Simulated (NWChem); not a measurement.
# doublet C2H5Br+: levels of theory compared

We compute a comparison of 4 runs (UHF/STO-3G, UHF/3-21G, UB3LYP/6-31G*) of doublet C2H5Br+. 

The results are computed with NWChem 7.3.0.

**1. The system as given**

C2H5Br+ has 8 atoms, charge +1, and is taken as a doublet. SMILES of the parent species: `CCBr`. Geometry: relaxed at PBE0-D4/def2-TZVP. That shape belongs to the parent species and isn't relaxed for this state.

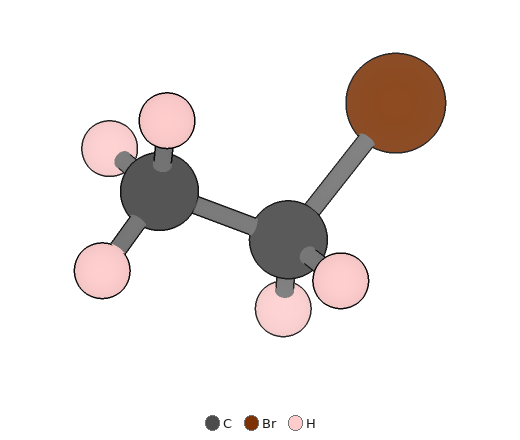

The structure, seen from a chosen angle (carbon dark grey, bromine brown, hydrogen pink).

**2. A single-point energy at UHF/STO-3G (run 1)**

test.nw reads:

```
start test
memory 2200 mb
charge 1
geometry units angstrom noautosym nocenter noautoz
C     -0.429100     0.590100    -0.328800
C      0.243000    -0.639200     0.222500
Br     1.994500    -0.223400     0.972400
H     -1.406200     0.316400    -0.739300
H      0.162900     1.040400    -1.126700
H     -0.582800     1.339300     0.449000
H      0.428800    -1.390300    -0.542500
H     -0.318900    -1.090600     1.037600
end
basis spherical bse
* library STO-3G
end
scf
doublet
uhf
thresh 1e-08
maxiter 80
end
task scf energy
```

Command:

```sh
$ nwchem test.nw > test.out
```

Standard output:

```text
[...]
  functions       =    33
[...]
  wavefunction    = UHF
[...]
         Total SCF energy =  -2622.118359316904
      One electron energy =  -3974.415102436487
      Two electron energy =   1187.705892614910
 Nuclear repulsion energy =    164.590850504673
                       Sz =      0.5000
                 Sz(Sz+1) =      0.7500
                      S^2 =      0.7541
[...]
```

Wall time 12 s (1 thread of Intel Xeon Platinum 8488C (Sapphire Rapids), shared host); peak memory 0.1 GiB.

**3. A single-point energy at UHF/3-21G (run 2)**

c2h5br.nw reads:

```
start c2h5br
title "C2H5Br hf"
memory total 2200 mb
charge 1

geometry noautosym nocenter noautoz
  C       -0.429100       0.590100      -0.328800
  C        0.243000      -0.639200       0.222500
  Br       1.994500      -0.223400       0.972400
  H       -1.406200       0.316400      -0.739300
  H        0.162900       1.040400      -1.126700
  H       -0.582800       1.339300       0.449000
  H        0.428800      -1.390300      -0.542500
  H       -0.318900      -1.090600       1.037600
end

basis spherical bse
  * library 3-21G
end

scf
  nopen 1
  uhf
  thresh 1e-08
  maxiter 80
  print medium
end

task scf energy
```

Command:

```sh
$ nwchem c2h5br.nw > c2h5br.out
```

Standard output:

```text
[...]
  functions       =    50
[...]
  wavefunction    = UHF
[...]
         Total SCF energy =  -2637.921265938829
      One electron energy =  -3987.063042602762
      Two electron energy =   1184.550926159260
 Nuclear repulsion energy =    164.590850504673
                       Sz =      0.5000
                 Sz(Sz+1) =      0.7500
                      S^2 =      0.7544
[...]
```

It took 14 s on 1 thread of Intel Xeon Platinum 8488C (Sapphire Rapids), shared host; peak memory 0.1 GiB.

Run 3 isn't shown in full; the table further down has it.

**4. A single-point energy at UB3LYP/6-31G(d) (spherical functions) (run 4)**

work.nw reads:

```
echo
start work
title "C2H5Br"
memory total 2200 mb
charge 1

geometry units bohr noautosym nocenter noautoz
 C     -0.81088148     1.11512739    -0.62134195
 C      0.45920345    -1.20791294     0.42046406
 Br     3.76905876    -0.42216482     1.83756968
 H     -2.65733288     0.59790935    -1.39707452
 H      0.30783639     1.96607106    -2.12915442
 H     -1.10133239     2.53091020     0.84848703
 H      0.81031456    -2.62728623    -1.02517642
 H     -0.60263366    -2.06093531     1.96077983
end

basis spherical bse
 C library 6-31G*
 Br library 6-31G*
 H library 6-31G*
end

dft
 xc b3lyp
 mult 2
 grid xfine
 convergence energy 1e-08
 maxiter 100
 mulliken
end

task dft energy
```

Command:

```sh
$ nwchem work.nw > work.out
```

Standard output:

```text
[...]
          Wavefunction type:  spin polarized.
          No. of atoms     :     8
          No. of electrons :    51
[...]
          Charge           :     1
          Spin multiplicity:     2
[...]
          AO basis - number of functions:    70
[...]
              XC Information
              --------------
                         B3LYP Method XC Potential
                     Hartree-Fock (Exact) Exchange  0.200
                        Slater Exchange Functional  0.800 local
                    Becke 1988 Exchange Functional  0.720 non-local
              Lee-Yang-Parr Correlation Functional  0.810
                  VWN I RPA Correlation Functional  0.190 local
[...]
 d= 0,ls=0.0,diis     1  -2652.2304645706 -2.82D+03  2.55D-02  2.13D+00     4.5
[...]
 d= 0,ls=0.5,diis    40  -2652.7222270042 -8.03D-09  1.92D-08  7.80D-09   154.2
[...]
         Total DFT energy =    -2652.722227009929
      One electron energy =    -3999.693111028968
           Coulomb energy =     1286.131753286317
    Exchange-Corr. energy =     -103.751707845079
 Nuclear repulsion energy =      164.590838577800
[...]
      Total Density - Mulliken Population Analysis
     ---------------------------------------------
    Atom       Charge   Shell Charges
 -----------   ------   -------------------------------------------------------
    1 C    6     6.48   2.00  0.67  2.15  0.66  0.97  0.03
    2 C    6     6.42   2.00  0.70  2.02  0.68  0.98  0.04
    3 Br  35    34.41   2.00  2.00  6.00  2.00  5.98  1.72  3.61  0.24  0.81  6.95  2.92  0.17
    4 H    1     0.75   0.51  0.24
    5 H    1     0.77   0.52  0.26
    6 H    1     0.77   0.52  0.26
    7 H    1     0.70   0.50  0.19
    8 H    1     0.70   0.50  0.19
[...]
      <S2> =      0.7520 (Exact =     0.7500)
[...]
```

Run time: 2.7 min. Hardware: 1 thread of Intel Xeon Platinum 8488C (Sapphire Rapids), shared host; peak memory 0.14 GiB.

**5. All runs side by side**

```
run                                level  Cartesian functions  iteration cap   energy (Eh)  HOMO energy (eV)  LUMO energy (eV)   ⟨S²⟩  wall time
  1                           UHF/STO-3G                   no             80  -2622.118359            -17.59             -6.72  0.754       12 s
  2                            UHF/3-21G                   no             80  -2637.921266            -18.34             -8.27  0.754       14 s
  3  UB3LYP/6-31G* (Cartesian functions)                  yes            100  -2652.732324                 –                 –  0.752    2.8 min
  4  UB3LYP/6-31G* (spherical functions)                   no            100  -2652.722227            -14.99            -13.18  0.752    2.7 min
```

**6. What came out**

| quantity | value |
| --- | --- |
| run 4: total energy | -2652.72223 Eh |
| run 4: HOMO energy (highest over α and β) | -14.99 eV |
| run 4: LUMO energy (lowest over α and β) | -13.18 eV |
| run 4: ⟨S²⟩ | 0.752 |

In run 1 the basis is minimal, so the values are rough. All runs together took 5.9 min, the longest 2.8 min.
